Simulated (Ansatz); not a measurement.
Geometry relaxation of C2H8FNSi (part 1 of 2)

- system: C2H8FNSi
- method: RKS PBE-D4/STO-3G (Ansatz 0.2.0)

It belongs to a series of runs on one base structure; here: start relaxed.

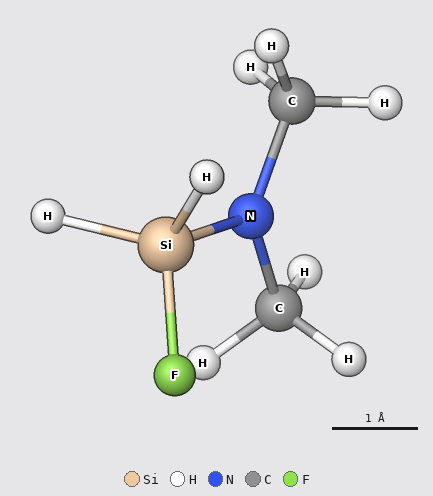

**Figure 1.** The input geometry (ball-and-stick view, seen at a tilt). Bond lengths as drawn: C–H 1.11 Å, C–N 1.47 Å, F–Si 1.59 Å, H–Si 1.46 Å and N–Si 1.82 Å.

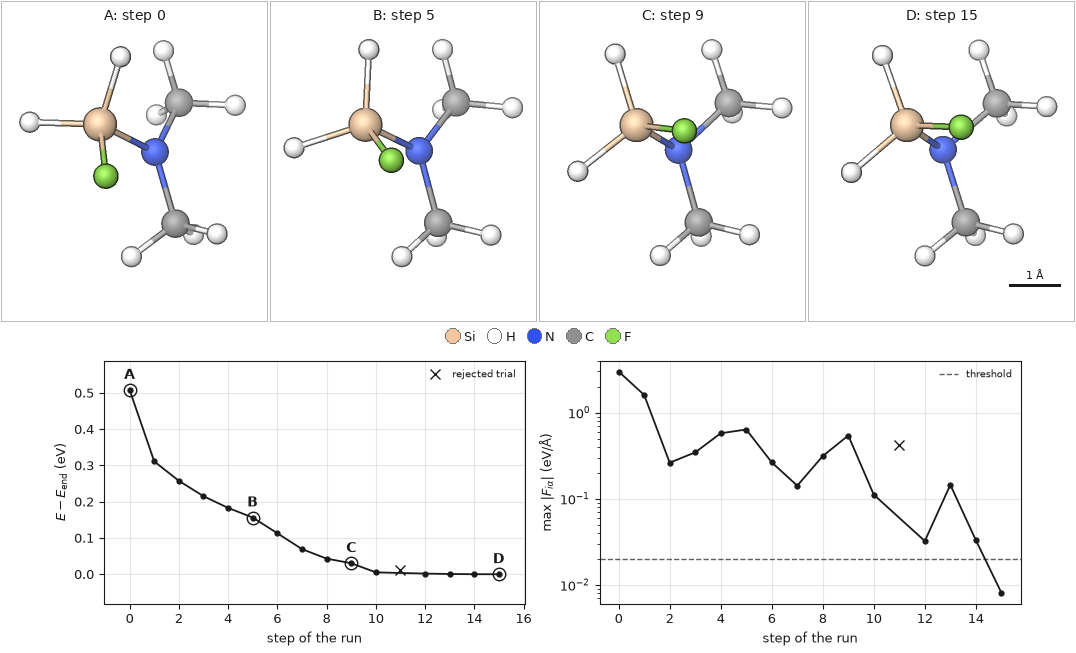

**Figure 2.** Frames of the relaxation (ball-and-stick view, seen at a tilt) above the curves, on which the letters mark them (the first geometry is step 0 here and step 1 in the log).

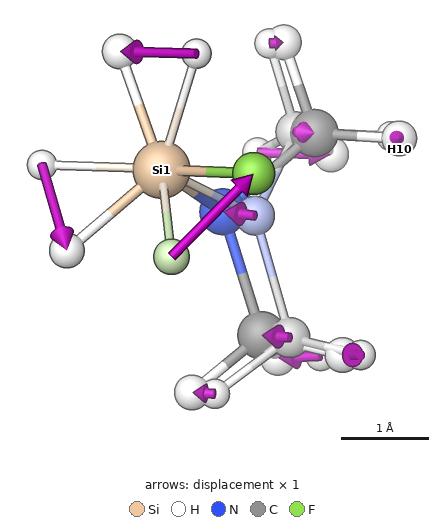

**Figure 3.** Start (faint) and end (solid) with the displacements as pink arrows, at true length (ball-and-stick view, seen at a tilt). The two geometries are laid on each other by the best rigid fit. The atom that moves furthest after the best rigid fit is F13 (1.35 Å). Largest moves by element: F 1.35 Å, H 1.25 Å, N 0.44 Å, C 0.40 Å, Si 0.03 Å. Distances before and after: Si1–F13 1.589 → 1.655 Å, Si1–N4 1.819 → 1.779 Å, N4–C5 1.470 → 1.500 Å, C5–H8 1.110 → 1.119 Å. Among the angles that change: C5–N4–C9 120.0° → 110.2°, N4–C9–H10 109.5° → 114.3°, N4–Si1–F13 109.5° → 113.9°. After 15 geometry steps the energy has fallen by 0.508 eV. Largest force component: 3 eV/Å at the start, 0.0081 eV/Å at the end. The line search rejected the trial step at point 11 (counted from 0) and went back. (Atoms are counted from 1 in the order of the input.)

These pictures come from the run below.

**Input**
```yaml
crystal:
  periodic: [false, false, false]
  atoms:
    - { symbol: Si, position_ang: [0.0, 0.0, 0.0] }
    - { symbol: H, position_ang: [0.0, 0.0, 1.46] }
    - { symbol: H, position_ang: [1.3768, 0.0, -0.4862] }
    - { symbol: "N", position_ang: [-0.8572, 1.4851, -0.6061] }
    - { symbol: C, position_ang: [-2.2719, 1.4087, -0.9981] }
    - { symbol: H, position_ang: [-2.8245, 0.7784, -0.2704] }
    - { symbol: H, position_ang: [-2.7088, 2.429, -1.0098] }
    - { symbol: H, position_ang: [-2.3521, 0.9607, -2.0106] }
    - { symbol: C, position_ang: [-0.1354, 2.762, -0.7039] }
    - { symbol: H, position_ang: [-0.2436, 3.1711, -1.73] }
    - { symbol: H, position_ang: [-0.5567, 3.4827, 0.0276] }
    - { symbol: H, position_ang: [0.9399, 2.5975, -0.4831] }
    - { symbol: F, position_ang: [-0.7489, -1.2974, -0.5295] }
basis:
  gaussian: { orbitals: STO-3G }
hamiltonian:
  xc: pbe
  dispersion: d4
relax:
  f_tol: 0.02
  max_steps: 40
```

Command:
```bash
ansatz run input.yaml --threads 1 --pin off --max-ram 2048MiB --backend cpu --events-out ev --progress --plain --runs-dir out
```

**What the program printed**
```
The last accepted step is kept in [file] (removed where the run ends without a failure and the disk answers)
Engine: ansatz 0.2.0, aarch64-unknown-linux-gnu
Functional definition: PBE
  parameter kappa = 0.804
  parameter beta = 0.06672455060314922
  exchange = pbe_x(kappa = kappa, mu = beta*pi^2/3)
  correlation = pbe_c(beta = beta)
540 factors; integrals over basis functions are off by at most 1.1e-5 eV
mean field evaluation 1: about -14098.8047 eV, gradient 2.6e1 eV
mean field evaluation 2: about -14097.6333 eV, gradient 3.4e1 eV
mean field evaluation 4: about -14100.9825 eV, gradient 7.6e-1 eV
mean field evaluation 8: about -14100.8700 eV, gradient 2.0e-2 eV
mean field -14100.87001946 eV, -518.1974153022 hartree, gradient 1.6e-5 eV, S^2 0.000000; 0 other end points of the search recorded, 0 dependent functions left out
the calculation of the forces begins
reference -14100.87004320 eV, -518.1974161748 hartree; 25, 25 occupied and 12, 12 virtual orbitals, 540 factors
relax step   1: F+E_penalty+E_count = -14101.12515918 eV  Δ(F+E_penalty+E_count) = +0.000e0 eV  max|allowed force component| = 2.992e0 eV/Å  Δτ_max = 0.0000 Å  (22 SCF iters, accepted)
these checks for a lower state are left out or cut short: starts, cluster_reference, orbital_swaps, neighbouring_geometries, increment
540 factors; integrals over basis functions are off by at most 1.2e-5 eV
mean field evaluation 16: about -14101.1858 eV, gradient 4.0e-2 eV
mean field -14101.06782244 eV, -518.2046844278 hartree, gradient 1.4e-5 eV, S^2 0.000000; 0 other end points of the search recorded, 0 dependent functions left out
[... from here on the field's lines of each further geometry are left out, up to the last ...]
relax step   2: F+E_penalty+E_count = -14101.32222082 eV  Δ(F+E_penalty+E_count) = -1.971e-1 eV  max|allowed force component| = 1.602e0 eV/Å  Δτ_max = 0.1006 Å  (25 SCF iters, accepted)
relax step   3: F+E_penalty+E_count = -14101.37566895 eV  Δ(F+E_penalty+E_count) = -5.345e-2 eV  max|allowed force component| = 2.621e-1 eV/Å  Δτ_max = 0.0840 Å  (24 SCF iters, accepted)
relax step   4: F+E_penalty+E_count = -14101.41808373 eV  Δ(F+E_penalty+E_count) = -4.241e-2 eV  max|allowed force component| = 3.451e-1 eV/Å  Δτ_max = 0.1999 Å  (24 SCF iters, accepted)
relax step   5: F+E_penalty+E_count = -14101.45034996 eV  Δ(F+E_penalty+E_count) = -3.227e-2 eV  max|allowed force component| = 5.753e-1 eV/Å  Δτ_max = 0.1904 Å  (24 SCF iters, accepted)
relax step   6: F+E_penalty+E_count = -14101.47690255 eV  Δ(F+E_penalty+E_count) = -2.655e-2 eV  max|allowed force component| = 6.358e-1 eV/Å  Δτ_max = 0.1347 Å  (24 SCF iters, accepted)
relax step   7: F+E_penalty+E_count = -14101.52018769 eV  Δ(F+E_penalty+E_count) = -4.329e-2 eV  max|allowed force component| = 2.644e-1 eV/Å  Δτ_max = 0.2000 Å  (25 SCF iters, accepted)
relax step   8: F+E_penalty+E_count = -14101.56390938 eV  Δ(F+E_penalty+E_count) = -4.372e-2 eV  max|allowed force component| = 1.417e-1 eV/Å  Δτ_max = 0.2000 Å  (24 SCF iters, accepted)
relax step   9: F+E_penalty+E_count = -14101.59021686 eV  Δ(F+E_penalty+E_count) = -2.631e-2 eV  max|allowed force component| = 3.129e-1 eV/Å  Δτ_max = 0.1921 Å  (24 SCF iters, accepted)
relax step  10: F+E_penalty+E_count = -14101.60285781 eV  Δ(F+E_penalty+E_count) = -1.264e-2 eV  max|allowed force component| = 5.417e-1 eV/Å  Δτ_max = 0.1620 Å  (25 SCF iters, accepted)
relax step  11: F+E_penalty+E_count = -14101.62809284 eV  Δ(F+E_penalty+E_count) = -2.524e-2 eV  max|allowed force component| = 1.113e-1 eV/Å  Δτ_max = 0.1167 Å  (25 SCF iters, accepted)
relax step  12: F+E_penalty+E_count = -14101.62180155 eV  Δ(F+E_penalty+E_count) = +6.291e-3 eV  max|allowed force component| = 4.197e-1 eV/Å  Δτ_max = 0.0376 Å  (25 SCF iters, rejected (line search))
relax step  13: F+E_penalty+E_count = -14101.63147514 eV  Δ(F+E_penalty+E_count) = -3.382e-3 eV  max|allowed force component| = 3.230e-2 eV/Å  Δτ_max = 0.0183 Å  (26 SCF iters, accepted)
relax step  14: F+E_penalty+E_count = -14101.63262235 eV  Δ(F+E_penalty+E_count) = -1.147e-3 eV  max|allowed force component| = 1.450e-1 eV/Å  Δτ_max = 0.0487 Å  (25 SCF iters, accepted)
relax step  15: F+E_penalty+E_count = -14101.63320290 eV  Δ(F+E_penalty+E_count) = -5.805e-4 eV  max|allowed force component| = 3.303e-2 eV/Å  Δτ_max = 0.0226 Å  (25 SCF iters, accepted)
the calculation of the forces begins
reference -14101.37513869 eV, -518.2159780915 hartree; 25, 25 occupied and 12, 12 virtual orbitals, 542 factors
relax step  16: F+E_penalty+E_count = -14101.63328281 eV  Δ(F+E_penalty+E_count) = -7.991e-5 eV  max|allowed force component| = 8.128e-3 eV/Å  Δτ_max = 0.0053 Å  (20 SCF iters, accepted)
542 factors; integrals over basis functions are off by at most 1.5e-5 eV
mean field evaluation 128: about -14101.3751 eV, gradient 1.1e-2 eV
mean field -14101.37511547 eV, -518.2159772384 hartree, gradient 1.6e-5 eV, S^2 0.000000; 1 other end points of the search recorded, 0 dependent functions left out
the calculation of the forces begins
reference -14101.37513869 eV, -518.2159780915 hartree; 25, 25 occupied and 12, 12 virtual orbitals, 542 factors
Total energy: -14101.63330602 eV, -518.2254655659 hartree
Atom 0 at    -0.028043     0.027135     0.021768 Å, force     0.001706    -0.003068     0.002450 eV/Å
Atom 1 at    -0.838318    -0.735214     0.971803 Å, force    -0.001751     0.001183     0.000370 eV/Å
Atom 2 at     1.304508     0.315755     0.552041 Å, force     0.000619     0.001530     0.000847 eV/Å
Atom 3 at    -0.837882     1.598399    -0.180271 Å, force    -0.003606     0.000059    -0.000984 eV/Å
Atom 4 at    -2.278903     1.539868    -0.592813 Å, force     0.008128     0.002510     0.000003 eV/Å
Atom 5 at    -2.814619     0.808240     0.047061 Å, force     0.001599    -0.001026     0.001136 eV/Å
Atom 6 at    -2.749133     2.537409    -0.448650 Å, force    -0.000639     0.002784     0.001362 eV/Å
Atom 7 at    -2.440983     1.249666    -1.661714 Å, force    -0.000181    -0.001295    -0.002001 eV/Å
Atom 8 at    -0.102903     2.608185    -1.010910 Å, force    -0.005276    -0.004679     0.001550 eV/Å
Atom 9 at    -0.110444     2.394506    -2.109630 Å, force     0.001119    -0.000830    -0.004510 eV/Å
Atom 10 at    -0.559984     3.612070    -0.868674 Å, force    -0.001557     0.003416     0.001531 eV/Å
Atom 11 at     0.954503     2.658172    -0.677603 Å, force     0.000001    -0.001376     0.001151 eV/Å
Atom 12 at     0.119802    -0.836391    -1.382507 Å, force    -0.000163     0.000793    -0.002905 eV/Å
Dipole moment:    -0.007432    -0.013214    -0.074528 e Å
```

**Trajectory as extended XYZ (Å, eV, eV/Å), 16 frames, from step=1 to step=16**
```
13
Properties=species:S:1:pos:R:3:forces:R:3 step=1 energy=-14101.12516
Si    0.0000    0.0000    0.0000    0.2121   2.9921   0.0890
H     0.0000    0.0000    1.4600    0.0601  -0.0954   0.2760
H     1.3768    0.0000   -0.4862    0.2037   0.2210   0.0317
N    -0.8572    1.4851   -0.6061    1.5332  -2.0821   1.0071
C    -2.2719    1.4087   -0.9981    0.6190   0.3258   0.0920
H    -2.8245    0.7784   -0.2704   -0.3409  -0.0666  -0.0934
H    -2.7088    2.4290   -1.0098   -0.1910  -0.0773  -0.0447
H    -2.3521    0.9607   -2.0106   -0.6113  -0.0733  -0.3232
C    -0.1354    2.7620   -0.7039   -0.5961  -0.5005  -0.1536
H    -0.2436    3.1711   -1.7300    0.2155   0.4872  -0.1335
H    -0.5567    3.4827    0.0276    0.1779   0.5860   0.0508
H     0.9399    2.5975   -0.4831   -0.0308   0.1212  -0.0321
F    -0.7489   -1.2974   -0.5295   -1.2515  -1.8381  -0.7663
13
Properties=species:S:1:pos:R:3:forces:R:3 step=2 energy=-14101.32222
Si    0.0001   -0.0056    0.0224    0.4068   1.6015   0.1112
H     0.0062   -0.0436    1.4923   -0.0530  -0.0749   0.0268
H     1.3926    0.0533   -0.4397   -0.0032   0.0664   0.0646
N    -0.8315    1.4442   -0.5935    0.2872  -0.5639   0.1860
C    -2.2562    1.3972   -0.9962   -0.1107   0.0826  -0.0195
H    -2.8501    0.7452   -0.3140    0.0536  -0.0092  -0.0087
H    -2.7011    2.4147   -0.9488    0.0050  -0.0089   0.0291
H    -2.4334    1.0132   -2.0380    0.1206   0.0726   0.0960
C    -0.1434    2.7483   -0.7208   -0.0077  -0.0849  -0.0459
H    -0.2159    3.1872   -1.7451   -0.0431  -0.0648  -0.0554
H    -0.5276    3.5273   -0.0139   -0.0656  -0.0656   0.0180
H     0.9347    2.6115   -0.4991    0.0496  -0.0082   0.0027
F    -0.7567   -1.3150   -0.5456   -0.6396  -0.9426  -0.4049
13
Properties=species:S:1:pos:R:3:forces:R:3 step=3 energy=-14101.37567
Si   -0.0009    0.0108    0.0300    0.2038   0.2621   0.1083
H    -0.0384   -0.0680    1.5017   -0.0437  -0.0720  -0.0581
H     1.4051    0.1055   -0.3880   -0.0570   0.0181   0.0618
N    -0.8234    1.4314   -0.5803   -0.0560   0.0334  -0.0130
C    -2.2508    1.4034   -0.9759   -0.2060  -0.0288  -0.0767
H    -2.8373    0.7018   -0.3344    0.1358   0.0582  -0.0623
H    -2.7047    2.4143   -0.8649    0.0351  -0.0636   0.0386
H    -2.4237    1.0839   -2.0420    0.0953   0.0946   0.1746
C    -0.1393    2.7312   -0.7439    0.0514   0.0897  -0.0687
H    -0.2207    3.1414   -1.7817   -0.0216  -0.0763   0.0276
H    -0.5324    3.5244   -0.0549   -0.0147  -0.1058  -0.0446
H     0.9418    2.6092   -0.5210   -0.0119  -0.0086  -0.0102
F    -0.7577   -1.3115   -0.5848   -0.1105  -0.2010  -0.0774
13
Properties=species:S:1:pos:R:3:forces:R:3 step=4 energy=-14101.41808
Si   -0.0038    0.0276    0.0633   -0.0137  -0.3451  -0.0371
H    -0.1729   -0.2069    1.5149   -0.0238   0.1312  -0.1710
H     1.4201    0.2346   -0.2361   -0.0811   0.0117   0.1151
N    -0.8341    1.4324   -0.5581    0.0193   0.1190   0.0733
C    -2.2685    1.4298   -0.9337   -0.0001  -0.0174   0.0529
H    -2.8283    0.6665   -0.3459    0.0822   0.0374  -0.0508
H    -2.7282    2.4239   -0.7263   -0.0050  -0.0701   0.0075
H    -2.4394    1.2026   -2.0191   -0.0002   0.0702   0.0711
C    -0.1262    2.7090   -0.8061   -0.0575  -0.0352  -0.0136
H    -0.2282    3.0614   -1.8615   -0.0123  -0.0237   0.0037
H    -0.4999    3.5329   -0.1463    0.0174  -0.0101  -0.0591
H     0.9553    2.5739   -0.5973    0.0008   0.0298  -0.0157
F    -0.6284   -1.3099   -0.6879    0.0740   0.1021   0.0236
```
